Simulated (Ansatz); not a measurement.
**AlO+ (triplet): one geometry, many settings**

What do other methods and options give for AlO+ (triplet) at this geometry, and how long do they take?

The runs use Ansatz 0.2.0, Gaussian basis; the settings change from run to run.

16 further runs of the same task are left out: 4 for a known fault of the program, 5 that didn't finish, 7 set aside as unsound or not needed.

### 1 The geometry

The geometry is a PBE0/def2-TZVP stationary point (not a proven minimum) of the parent state, kept for this charge and spin.

2 atoms, charge 1, spin multiplicity 3.

Atoms are counted from 1 here; the program's logs count them from 0.

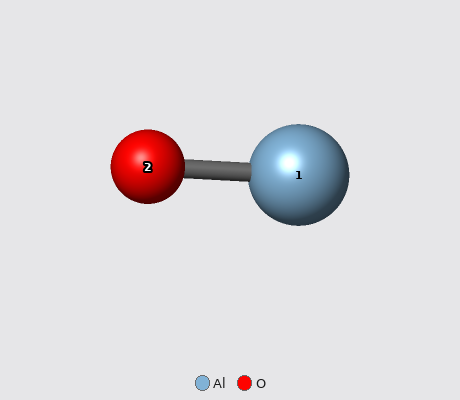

The geometry (aluminium light blue, oxygen red); atoms are numbered from 1 in the order of the file.

Coordinates:

```
Al    0.0000    0.0000    0.0000
O     0.0000    0.0000    1.6200
```

### 2 BCCD on UHF/6-31G*

File in.yaml:

```yaml
crystal:
  periodic: [false, false, false]
  atoms:
    - {symbol: Al, position_ang: [0.000000, 0.000000, 0.000000]}
    - {symbol: O, position_ang: [0.000000, 0.000000, 1.620001]}
basis:
  gaussian: {orbitals: "6-31G*"}
total_charge: 1
magnetization: {spin_polarized: true, initial_magnetization: 2}
hamiltonian: {pseudopotentials: {relativity: scalar}}
correlation: {method: bccd, electrons: outside_noble_gas}
output: {forces: true}
```

The run is started by

```sh
> ansatz run in.yaml --threads 1 --pin off --events-out ev --progress --plain --max-ram 2393MiB
```

The program printed, shortened:

```text
Functional definition: HF
  name "HF"
  cite "Fock, Z. Phys. 61, 126 (1930) doi:10.1007/BF01340294"
  parent pbe
[...]
290 factors; integrals over basis functions are off by at most 8.1e-4 eV
[...]
mean field -8622.66709726 eV, -316.8771711705 hartree, gradient 9.0e-6 eV, S^2 2.009527; 15 other end points of the search recorded, 0 dependent functions left out
determinant -8622.66709726 eV, -316.8771711705 hartree, with singles and doubles -8627.27215086 eV, -317.0464037689 hartree
determinant -8621.24547258 eV, -316.8249274274 hartree, with singles and doubles -8625.85686090 eV, -316.9943928225 hartree
determinant -8619.79068349 eV, -316.7714649141 hartree, with singles and doubles -8624.08763506 eV, -316.9293749717 hartree
determinant -8617.34815739 eV, -316.6817037357 hartree, with singles and doubles -8622.19668394 eV, -316.8598837999 hartree
determinant -8617.06716078 eV, -316.6713773009 hartree, with singles and doubles -8621.89994212 eV, -316.8489787392 hartree
6 core orbitals not correlated: weight in the atoms' cores, before any rotation towards them, 1.000 or more for the frozen orbitals, at most 0.000 for the correlated occupied ones
reference -8622.66709726 eV, -316.8771711705 hartree; 5, 3 occupied and 23, 25 virtual orbitals, 290 factors
second order -4.23109206 eV of doubles, -0.00000000 eV of singles
cycle   1  -4.59306547 eV  change   -8.1e-2 eV  update   1.9e-2
[...]
cycle  13  -4.60207626 eV  change    3.9e-8 eV  update   6.2e-7
[...]
Total energy: -8627.26917352 eV, -317.0462943537 hartree
Relativity: scalar
Atom 0 at     0.000000     0.000000     0.000000 Å, force    -0.000000    -0.000000    -4.422714 eV/Å
Atom 1 at     0.000000     0.000000     1.620001 Å, force     0.000000    -0.000000     4.422714 eV/Å
Dipole moment:    -0.000000     0.000000    -0.931775 e Å
```

Run time: 3.3 s. Hardware: 1 thread of Intel Xeon Platinum 8259CL at 2.50GHz, shared host.

From the report: ⟨S²⟩ of the determinant 2.010 (pure triplet: 2.00); correlation -4.6021 eV; largest double amplitude 0.04.

### 3 MRCISD+Q(2,3)/6-31G

File in.yaml:

```yaml
crystal:
  periodic: [false, false, false]
  atoms:
    - {symbol: Al, position_ang: [0.000000, 0.000000, 0.000000]}
    - {symbol: O, position_ang: [0.000000, 0.000000, 1.620001]}
basis:
  gaussian: {orbitals: 6-31G}
total_charge: 1
magnetization: {spin_polarized: false, initial_magnetization: 2}
correlation: {method: fic_mrcisd_q, electrons: outside_noble_gas, active_space: {window: {electrons: 2, orbitals: 3}, states: [{multiplicity: 3, weights: [1, 0.5]}], root: 1}}
accuracy: high
```

Launched as before.

The program printed, shortened:

```text
Functional definition: HF
  name "HF"
  cite "Fock, Z. Phys. 61, 126 (1930) doi:10.1007/BF01340294"
  parent pbe
[...]
414 factors; integrals over basis functions are off by at most 3.1e-9 eV
[...]
mean field -8609.11570864 eV, -316.3791668243 hartree, gradient 2.4e-8 eV, S^2 2.000000; 8 other end points of the search recorded, 0 dependent functions left out
reference -8609.11570864 eV, -316.3791668243 hartree; 11, 9 occupied and 11, 13 virtual orbitals, 414 factors
state -8609.10473354 eV, -316.3787634968 hartree
state -8603.77982617 eV, -316.1830767603 hartree
contracted CI cycle   1: correlation 0.00000000 eV, 0.0000000000 hartree, residual 1.57e1 eV
contracted CI cycle   2: correlation -2.77914727 eV, -0.1021317785 hartree, residual 2.58e0 eV
contracted CI cycle   3: correlation -2.93115094 eV, -0.1077178104 hartree, residual 1.15e0 eV
[...]
contracted CI cycle  47: correlation -3.07697396 eV, -0.1130767075 hartree, residual 1.35e-6 eV
contracted CI cycle  48: correlation -3.07697396 eV, -0.1130767075 hartree, residual 7.65e-7 eV
contracted CI cycle  49: correlation -3.07697396 eV, -0.1130767075 hartree, residual 5.03e-7 eV
contracted CI cycle  50: correlation -3.07697396 eV, -0.1130767075 hartree, residual 2.82e-7 eV
contracted CI cycle  51: correlation -3.07697396 eV, -0.1130767075 hartree, residual 3.09e-7 eV
contracted CI cycle  52: correlation -3.07697396 eV, -0.1130767075 hartree, residual 5.36e-6 eV
contracted CI cycle  53: correlation -3.07697396 eV, -0.1130767075 hartree, residual 1.92e-7 eV
contracted CI cycle  54: correlation -3.07697396 eV, -0.1130767075 hartree, residual 6.99e-8 eV
contracted CI cycle  55: correlation -3.07697396 eV, -0.1130767075 hartree, residual 3.44e-8 eV
state -8603.77982617 eV, -316.1830767603 hartree; corrected -8607.55091639 eV, -316.3216617698 hartree
Total energy: -8607.55091639 eV, -316.3216617698 hartree
```

Run time: 1.8 s. Hardware: 1 thread of Intel Xeon Platinum 8259CL at 2.50GHz, shared host.

From the report: 4 determinants; active occupations (of the averaged states) 1.00, 0.67, 0.33.

### 4 NEVPT2(2,6)/def2-mTZVP

File in.yaml:

```yaml
crystal:
  periodic: [false, false, false]
  atoms:
    - {symbol: Al, position_ang: [0.000000, 0.000000, 0.000000]}
    - {symbol: O, position_ang: [0.000000, 0.000000, 1.620001]}
basis:
  gaussian: {orbitals: def2-mTZVP}
total_charge: 1
magnetization: {spin_polarized: false, initial_magnetization: 2}
correlation: {method: sc_nevpt2, electrons: outside_noble_gas, active_space: {window: {electrons: 2, orbitals: 6}}}
output: {forces: true}
```

Same command.

The program printed, shortened:

```text
Functional definition: HF
  name "HF"
  cite "Fock, Z. Phys. 61, 126 (1930) doi:10.1007/BF01340294"
  parent pbe
[...]
402 factors; integrals over basis functions are off by at most 8.0e-4 eV
[...]
mean field -8611.80780039 eV, -316.4780993713 hartree, gradient 5.4e-6 eV, S^2 2.000000; 9 other end points of the search recorded, 0 dependent functions left out
reference -8611.80780039 eV, -316.4780993713 hartree; 11, 9 occupied and 35, 37 virtual orbitals, 402 factors
state -8611.84152098 eV, -316.4793385802 hartree
state -8611.84152098 eV, -316.4793385802 hartree; corrected -8616.85350936 eV, -316.6635257558 hartree
WARN: 2 active orbitals are nearly empty or full. The corrections depend on them more than the energy does, and are more stable in an active space without them
[...]
Total energy: -8616.85350936 eV, -316.6635257558 hartree
Atom 0 at     0.000000     0.000000     0.000000 Å, force     0.000000    -0.000000    -3.515483 eV/Å
Atom 1 at     0.000000     0.000000     1.620001 Å, force    -0.000000     0.000000     3.515483 eV/Å
Dipole moment:    -0.000000    -0.000000    -0.948395 e Å
```

It took 12 s on 1 thread of Intel Xeon Platinum 8259CL at 2.50GHz, shared host.

From the report: 18 determinants; active occupations 1.00, 1.00, 0.00, 0.00, 0.00, 0.00. The report marks this result as in doubt.

### 5 CCSDT(Q)/B on ROHF/6-31++G**

File in.yaml:

```yaml
crystal:
  periodic: [false, false, false]
  atoms:
    - {symbol: Al, position_ang: [0.000000, 0.000000, 0.000000]}
    - {symbol: O, position_ang: [0.000000, 0.000000, 1.620001]}
basis:
  gaussian: {orbitals: "6-31++G**"}
total_charge: 1
magnetization: {spin_polarized: false, initial_magnetization: 2}
correlation: {method: ccsdt_q_b, electrons: valence}
scf: {lower_state_search: off}
```

Launched as before.

The program printed, shortened:

```text
Functional definition: HF
  name "HF"
  cite "Fock, Z. Phys. 61, 126 (1930) doi:10.1007/BF01340294"
  parent pbe
[...]
607 factors; integrals over basis functions are off by at most 2.2e-7 eV
[...]
mean field -8610.51670318 eV, -316.4306524241 hartree, gradient 6.0e-6 eV, S^2 2.000000; 0 other end points of the search recorded, 0 dependent functions left out
6 core orbitals not correlated: weight in the atoms' cores, before any rotation towards them, 1.000 or more for the frozen orbitals, at most 0.000 for the correlated occupied ones
reference -8610.51670318 eV, -316.4306524241 hartree; 5, 3 occupied and 31, 33 virtual orbitals, 607 factors
second order -4.32470766 eV of doubles, -0.07493435 eV of singles
cycle   1  -4.58669022 eV  change   -1.9e-1 eV  update   7.8e-2
[...]
cycle  20  -4.93299097 eV  change   -4.4e-7 eV  update   8.4e-7
perturbative correction -0.00738508 eV, -0.0002713966 hartree
Total energy: -8615.45707923 eV, -316.6122078950 hartree
Checks for a lower state left out: stability, starts, cluster_reference, orbital_swaps, neighbouring_geometries, increment
```

It took 16 s on 1 thread of Intel Xeon Platinum 8259CL at 2.50GHz, shared host.

From the report: correlation -4.9404 eV; T1 0.033; largest double amplitude 0.05.

### 6 MP2 on UHF/def2-SVPD

File in.yaml:

```yaml
crystal:
  periodic: [false, false, false]
  atoms:
    - {symbol: Al, position_ang: [0.000000, 0.000000, 0.000000]}
    - {symbol: O, position_ang: [0.000000, 0.000000, 1.620001]}
basis:
  gaussian: {orbitals: def2-SVPD}
total_charge: 1
magnetization: {spin_polarized: true, initial_magnetization: 2}
correlation: {method: mp2, electrons: all}
accuracy: high
output: {forces: true}
```

The command is unchanged.

The program printed, shortened:

```text
Functional definition: HF
  name "HF"
  cite "Fock, Z. Phys. 61, 126 (1930) doi:10.1007/BF01340294"
  parent pbe
[...]
775 factors; integrals over basis functions are off by at most 3.9e-9 eV
[...]
mean field -8607.20784485 eV, -316.3090541232 hartree, gradient 1.5e-8 eV, S^2 2.009308; 8 other end points of the search recorded, 0 dependent functions left out
reference -8607.20784485 eV, -316.3090541232 hartree; 11, 9 occupied and 36, 38 virtual orbitals, 775 factors
second order -4.83091661 eV of doubles, -0.00000000 eV of singles
[...]
Total energy: -8612.03876146 eV, -316.4865870341 hartree
Atom 0 at     0.000000     0.000000     0.000000 Å, force    -0.000000     0.000000    -4.552997 eV/Å
Atom 1 at     0.000000     0.000000     1.620001 Å, force     0.000000    -0.000000     4.552997 eV/Å
Dipole moment:    -0.000000     0.000000    -0.969269 e Å
```

It took 2.7 s on 1 thread of Intel Xeon Platinum 8259CL at 2.50GHz, shared host.

From the report: ⟨S²⟩ of the determinant 2.009 (pure triplet: 2.00).

### 7 CCSD on ROHF/cc-pVTZ

File in.yaml:

```yaml
crystal:
  periodic: [false, false, false]
  atoms:
    - {symbol: Al, position_ang: [0.000000, 0.000000, 0.000000]}
    - {symbol: O, position_ang: [0.000000, 0.000000, 1.620001]}
basis:
  gaussian: {orbitals: cc-pVTZ, point_charges: [{charge: 0.50, position_ang: [3.189, 0.354, -0.555]}]}
total_charge: 1
magnetization: {spin_polarized: false, initial_magnetization: 2}
correlation: {method: ccsd, electrons: outside_noble_gas}
accuracy: high
scf: {omitted_lower_state_checks: [cluster_reference]}
```

The command is unchanged.

The program printed, shortened:

```text
Functional definition: HF
  name "HF"
  cite "Fock, Z. Phys. 61, 126 (1930) doi:10.1007/BF01340294"
  parent pbe
[...]
890 factors; integrals over basis functions are off by at most 3.4e-9 eV
[...]
mean field -8609.66262434 eV, -316.3992656055 hartree, gradient 4.7e-8 eV, S^2 2.000000; 10 other end points of the search recorded, 0 dependent functions left out
6 core orbitals not correlated: weight in the atoms' cores, before any rotation towards them, 1.000 or more for the frozen orbitals, at most 0.000 for the correlated occupied ones
reference -8609.66262434 eV, -316.3992656055 hartree; 5, 3 occupied and 53, 55 virtual orbitals, 890 factors
second order -5.79641638 eV of doubles, -0.09169931 eV of singles
cycle   1  -6.03442720 eV  change   -1.4e-1 eV  update   6.6e-2
[...]
cycle  27  -6.24066797 eV  change  -3.4e-10 eV  update  7.5e-10
Total energy: -8615.90329231 eV, -316.6286059232 hartree
Checks for a lower state left out: cluster_reference
```

Wall time 7 s (1 thread of Intel Xeon Platinum 8259CL at 2.50GHz, shared host); peak memory 0.35 GiB.

From the report: correlation -6.2407 eV; T1 0.030; largest double amplitude 0.03.

### 8 NEVPT2(4,7)/def2-SVP

File in.yaml:

```yaml
crystal:
  periodic: [false, false, false]
  atoms:
    - {symbol: Al, position_ang: [0.000000, 0.000000, 0.000000]}
    - {symbol: O, position_ang: [0.000000, 0.000000, 1.620001]}
basis:
  gaussian: {orbitals: def2-SVP, fitting: {mean_field: def2-universal-jkfit}}
total_charge: 1
magnetization: {spin_polarized: false, initial_magnetization: 2}
correlation: {method: sc_nevpt2, electrons: all, active_space: {window: {electrons: 4, orbitals: 7}}}
output: {forces: true}
```

Launched as before.

The program printed, shortened:

```text
Functional definition: HF
  name "HF"
  cite "Fock, Z. Phys. 61, 126 (1930) doi:10.1007/BF01340294"
  parent pbe
[...]
205 factors; integrals over basis functions are off by at most 9.7e-2 eV
[...]
mean field -8606.90592494 eV, -316.2979587711 hartree, gradient 7.8e-7 eV, S^2 2.000000; 9 other end points of the search recorded, 0 dependent functions left out
reference -8606.90592494 eV, -316.2979587711 hartree; 11, 9 occupied and 21, 23 virtual orbitals, 205 factors
state -8607.90712062 eV, -316.3347520337 hartree
state -8607.90712062 eV, -316.3347520337 hartree; corrected -8611.66201600 eV, -316.4727418939 hartree
[...]
Total energy: -8611.66201600 eV, -316.4727418939 hartree
Atom 0 at     0.000000     0.000000     0.000000 Å, force    -0.000000     0.000000    -4.771476 eV/Å
Atom 1 at     0.000000     0.000000     1.620001 Å, force     0.000000    -0.000000     4.771476 eV/Å
Dipole moment:     0.000474    -0.000082    -0.971257 e Å
```

Run time: 7 s. Hardware: 1 thread of Intel Xeon Platinum 8259CL at 2.50GHz, shared host.

From the report: 441 determinants; active occupations 1.98, 1.00, 0.99, 0.02, 0.01, 0.00, 0.00.

### 9 CCSD(T) on UHF/def2-TZVP

File in.yaml:

```yaml
crystal:
  periodic: [false, false, false]
  atoms:
    - {symbol: Al, position_ang: [0.000000, 0.000000, 0.000000]}
    - {symbol: O, position_ang: [0.000000, 0.000000, 1.620001]}
basis:
  gaussian: {orbitals: def2-TZVP}
total_charge: 1
magnetization: {spin_polarized: true, initial_magnetization: 2}
correlation: {method: ccsd_t, electrons: outside_noble_gas}
scf: {lower_state_search: full}
output: {forces: true}
```

The command is unchanged.

The program printed, shortened:

```text
Functional definition: HF
  name "HF"
  cite "Fock, Z. Phys. 61, 126 (1930) doi:10.1007/BF01340294"
  parent pbe
[...]
432 factors; integrals over basis functions are off by at most 1.1e-3 eV
[...]
mean field -8612.13895974 eV, -316.4902692530 hartree, gradient 1.5e-6 eV, S^2 2.009922; 14 other end points of the search recorded, 0 dependent functions left out
determinant -8612.13895974 eV, -316.4902692530 hartree, with singles and doubles -8618.15323071 eV, -316.7112896345 hartree
determinant -8610.76862286 eV, -316.4399103014 hartree, with singles and doubles -8616.82269574 eV, -316.6623933764 hartree
determinant -8609.29855006 eV, -316.3858861224 hartree, with singles and doubles -8614.90918820 eV, -316.5920732712 hartree
6 core orbitals not correlated: weight in the atoms' cores, before any rotation towards them, 1.000 or more for the frozen orbitals, at most 0.000 for the correlated occupied ones
reference -8612.13895974 eV, -316.4902692530 hartree; 5, 3 occupied and 57, 59 virtual orbitals, 432 factors
second order -5.65000753 eV of doubles, -0.00000000 eV of singles
cycle   1  -5.99976076 eV  change   -6.4e-1 eV  update   2.0e-2
[...]
cycle  13  -6.02279381 eV  change   -1.9e-8 eV  update   4.8e-7
perturbative correction -0.20244432 eV, -0.0074396915 hartree
[...]
Total energy: -8618.36419787 eV, -316.7190425345 hartree
Atom 0 at     0.000000     0.000000     0.000000 Å, force     0.000000    -0.000000    -3.613284 eV/Å
Atom 1 at     0.000000     0.000000     1.620001 Å, force     0.000000     0.000000     3.613284 eV/Å
Dipole moment:     0.000000     0.000000    -0.923327 e Å
```

Run time: 13 s. Hardware: 1 thread of Intel Xeon Platinum 8259CL at 2.50GHz, shared host; peak memory 0.31 GiB.

From the report: ⟨S²⟩ of the determinant 2.010 (pure triplet: 2.00); correlation -6.2252 eV; T1 0.022; largest double amplitude 0.03.

### 10 The runs in one table

 † marks a result that the program doubts.

```csv
level,correlated,functions,energy (eV),time
BCCD on UHF/6-31G* (relativity set),outside noble gas,34,-8627.2692,3.3 s
"MRCISD+Q(2,3)/6-31G (excited root 1 of an average)",outside noble gas,22,-8607.5509,1.8 s
"NEVPT2(2,6)/def2-mTZVP †",outside noble gas,46,-8616.8535,12 s
CCSDT(Q)/B on ROHF/6-31++G**,valence,42,-8615.4571,16 s
MP2 on UHF/def2-SVPD,all,47,-8612.0388,2.7 s
CCSD on ROHF/cc-pVTZ (beside a point charge),outside noble gas,64,-8615.9033,7 s
"NEVPT2(4,7)/def2-SVP",all,32,-8611.6620,7 s
CCSD(T) on UHF/def2-TZVP,outside noble gas,68,-8618.3642,13 s
```

### 11 Summary of results

```
quantity                                                      value
    runs                                                          8
quickest  MRCISD+Q(2,3)/6-31G (excited root 1 of an average), 1.8 s
 slowest                         CCSDT(Q)/B on ROHF/6-31++G**, 16 s
```

In words: Total energies in different bases, with other cores or another treatment of relativity can't be set against each other. CCSDT(Q)/B on ROHF/6-31++G** took 9 times as long as MRCISD+Q(2,3)/6-31G (excited root 1 of an average); the jobs differ in more than the method.
